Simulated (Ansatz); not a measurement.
# Bands, cutoff and cost in G0W0 for SnSe (Pnma), part 2 of 2

How do accuracy and time trade against each other in G0W0 on SnSe (Pnma)?

Ansatz 0.2.0; G0W0 on PBE, plane waves, PAW. Known limits of the many-body steps: not at the basis limit; no spin-orbit coupling; coarse k mesh.

So far. Step 4 (975 empty bands, screening to 160 eV): Against the run with 2×4×4 mesh, 453 empty bands, screening to 96 eV, the gap moves by +0.08 eV. Step 5 (Changing the frequency model: 2×4×4 mesh, 453 empty …): Against the run with 2×4×4 mesh, 453 empty bands, screening to 96 eV, the gap moves by −0.05 eV.

**6. Changing the files: 2×4×4 mesh, 453 empty bands, screening to 96 eV, hard PAW files**

Other atomic data (hard PAW) test the pseudisation: the cutoff goes from 420 to 640 eV and the valence electrons from 120 to 152, which opens shells that were frozen.

The input, input.yaml:

```yaml
crystal:
  lattice:
    - [11.5022, 0.0, 0.0]
    - [0.0, 4.154, 0.0]
    - [0.0, 0.0, 4.4445]
  atoms:
    - { symbol: Sn, position: [0.6180906623, 0.75, 0.397535038] }
    - { symbol: Sn, position: [0.8819093377, 0.25, 0.897535038] }
    - { symbol: Sn, position: [0.3819093377, 0.25, 0.602464962] }
    - { symbol: Sn, position: [0.1180906623, 0.75, 0.102464962] }
    - { symbol: Se, position: [0.1433532693, 0.25, 0.5232051378] }
    - { symbol: Se, position: [0.6433532693, 0.25, 0.9767948622] }
    - { symbol: Se, position: [0.3566467307, 0.75, 0.0232051378] }
    - { symbol: Se, position: [0.8566467307, 0.75, 0.4767948622] }
kpoints:
  mp_grid: { grid: [2, 4, 4] }
hamiltonian:
  xc: pbe
  pseudopotentials: { kind: paw, source: ansatz }
scf:
  occupations: { method: fixed }
gw:
  n_empty_bands: 453
  ecut_chi: 96
  qp_bands: [v2, c2]
  qp_kpoints: band_edges
  screening: { model: contour_deformation }
```

Started as:

```sh
$ ansatz run input.yaml --threads 3 --pin off --max-ram 92160MiB --backend cuda --events-out ev --progress --plain --runs-dir out --devices 1 --max-vram 13GiB
```

Numbers of over 12 decimals in the logs are rounded to 6 here.

Output:

```text
GPUs: using 1 of 1 available (devices: 1).
[...]
GPU FFT provider: cuFFT
GPU libraries: cuBLAS 13.8.2, cuFFT 12.4.0, cuSOLVER 12.3.4
Crystal: 8 atoms, lattice volume = 212.359 Å³
Basis set: ecut = 640 eV, 7853 PW (Γ)
Bands: 92, of which v1, the nominal top of the filled ones, is band 76 counted from 1 (75 counted from 0)
Symmetry: 8 space group operations
[...]
k-points: 18 of 32
[...]
1    78     11.9176    -9.1854    -3.2729   -12.4794  0.7694    11.9387    11.9387  root
[...]
15    75      9.5251   -14.9814     0.9775   -13.6698  0.7485     9.1886     9.1911  root
    15    76      9.5251   -14.9814     0.9775   -13.6698  0.7485     9.1886     9.1911  root
    15    77     11.9271    -9.7133    -3.3132   -13.0613  0.7654    11.9619    11.9619  root
    15    78     11.9271    -9.7133    -3.3132   -13.0613  0.7654    11.9619    11.9619  root
[key lines of the parts left out:]
SCF converged after 9 iterations
Free energy (F): -60781.049473 eV
Fermi energy:    10.328308 eV
```

The job ended after 2.1 min (1 × NVIDIA H100 80GB HBM3 (shared by 6 runs) with 3 threads of AMD EPYC 7R13 (Zen 3), shared host; peak memory 3.2 GiB).

This step gave:

* bands summed: 529
* RPA ε∞ on this mesh (eigenvalues): 15.44, 16.83, 25.18
* plane waves in the screening matrix: 459
* G0W0 gap on the mesh: 1.060 eV
* k of the valence top: -0.5, 0, -0.5
* k of the conduction bottom: 0, 0, 0
* starting gap on the mesh: 0.8502 eV
* least direct G0W0 gap on the computed points: 1.475 eV

Against the run with 2×4×4 mesh, 453 empty bands, screening to 96 eV, the gap moves by −0.012 eV.

**7. Convergence and cost**

Times are wall times on 1 × NVIDIA H100 80GB HBM3 (shared by 6 runs) with 3 threads of AMD EPYC 7R13 (Zen 3), shared host, good to a factor of about two.

| mesh | files | frequency | bands summed | cutoff (eV) | start (eV) | G0W0 (eV) | time | host memory (GiB) |
| --- | --- | --- | --- | --- | --- | --- | --- | --- |
| 2×4×4 | default PAW | contour deformation | 220 | 48 | 0.850 | 0.944 | 26 s | 1.5 |
| 2×4×4 | default PAW | contour deformation | 513 | 96 | 0.850 | 1.072 | 41 s | 2.5 |
| 2×4×4 | default PAW | contour deformation | 1035 | 160 | 0.850 | 1.152 | 1.7 min | 5.1 |
| 2×4×4 | default PAW | plasmon pole | 513 | 96 | 0.850 | 1.021 | 76 s | 2.6 |
| 2×4×4 | hard PAW | contour deformation | 529 | 96 | 0.850 | 1.060 | 2.1 min | 3.2 |

The parts of the quasiparticle energy at the two band edges (eV; QP = start + Σx + Σc − Vxc):

| run | edge | start | Σx | Σc | Vxc | Z | QP |
| --- | --- | --- | --- | --- | --- | --- | --- |
| 220 bands | valence top | 8.89 | -15.58 | 0.87 | -14.90 | 0.76 | 9.09 |
| 220 bands | conduction bottom | 9.74 | -8.56 | -2.93 | -11.78 | 0.77 | 10.04 |
| 513 bands | valence top | 8.89 | -15.58 | 0.44 | -14.90 | 0.76 | 8.65 |
| 513 bands | conduction bottom | 9.74 | -8.56 | -3.24 | -11.78 | 0.77 | 9.73 |
| 1035 bands | valence top | 8.88 | -15.00 | 0.20 | -14.35 | 0.76 | 8.43 |
| 1035 bands | conduction bottom | 9.74 | -8.56 | -3.39 | -11.78 | 0.77 | 9.58 |

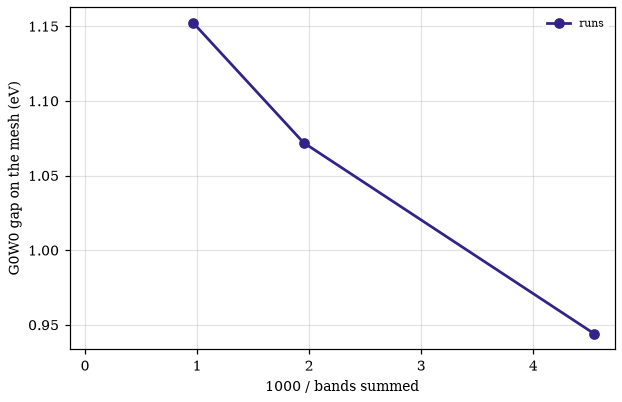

The gap against one over the number of bands.

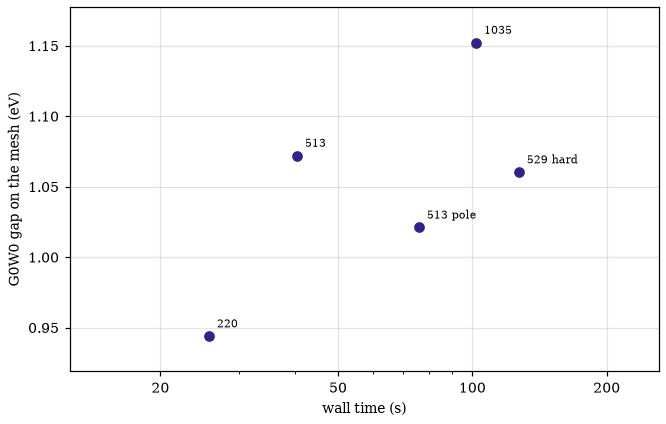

Result against wall time.

**8. Results**

* 220 bands, 48 eV: 0.944 eV
* 513 bands, 96 eV: 1.072 eV
* 1035 bands, 160 eV: 1.152 eV
* mesh and start: 2×4×4, PBE

In words: From 220 to 1035 bands the gap moves by +0.21 eV while the time grows 4.0-fold. The states at the edges change along the series or lie close to crossing, so no limit is drawn from it. The plasmon-pole model gives −0.05 eV against contour deformation, 23 % of the correction (the least direct gap moves by −0.02 eV), and saved no time in this program. Hard PAW files move the gap by −0.01 eV at equal bands and cutoff, +0.0002 eV of it in the start. The 2×4×4 mesh misses a band edge: over a band path and its finer mesh (run apart) the PBE gap is 0.45 eV, so the G0W0 gap over the zone may lie about 0.40 eV below its value on the mesh. The 2×4×4 mesh is coarse for this cell (its supercell is 17 Å along the shortest edge). The RPA ε∞ on it, from the PBE start, is 15.43, 16.81 and 25.16; such meshes misread the long-range screening, most where the gap is narrow. The many-body steps are scalar-relativistic: spin-orbit coupling is not in them.

[Paths, hosts, dates, memory and timing lines, banners, echoed tables and standing remarks are left out of the program output.]

[Logs are printed without paths, hosts, clocks, repeated set-up lines and the standing remarks that a program may print on its own settings, such as how far it seeks lower states.]

[Runs of the session that timed out or met a known fault of the program may be left out.]

[Cells called generated may have been cut or substituted from an entry of the Crystallography Open Database or the Materials Project.]

[Hosts, paths, dates, database ids (printed as entryN), source tags and the programs' standing remarks are cut or masked in the printed files.]
